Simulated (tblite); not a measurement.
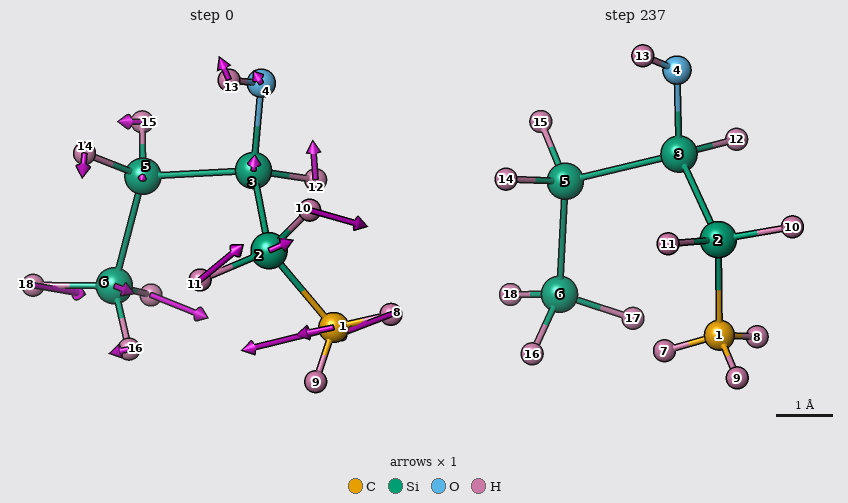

The structure of CH$_{12}$OSi$_{4}$ before (left) and after (right) a relaxation, at one scale. The purple arrows give the displacements, at their true length.

A ball-and-stick model, seen from a free direction.

All numbers below come from tblite, GFN2-xTB geometry optimisation, gas phase. 

Q: What changed between the two?

A: The largest moves after the best rigid fit, 1.78 Å, are those of H7 and H8. Largest moves by element: H 1.78 Å, C 0.73 Å, Si 0.50 Å, O 0.31 Å. Some distances before and after: Si3–Si5 2.212 → 2.334 Å, Si2–Si3 2.216 → 2.320 Å, Si5–Si6 2.218 → 2.309 Å, Si3–O4 1.711 → 1.640 Å. Among the angles between lasting bonds that change: Si3–O4–H13 108.7° → 123.0°, O4–Si3–H12 107.2° → 96.9°, Si3–Si2–H10 106.5° → 116.4°. Groups turn about Si5–Si6 by about 50°, Si2–Si3 by about 45°, C1–Si2 by about 45°. The energy falls by 16.3 kcal/mol in 237 geometry steps.
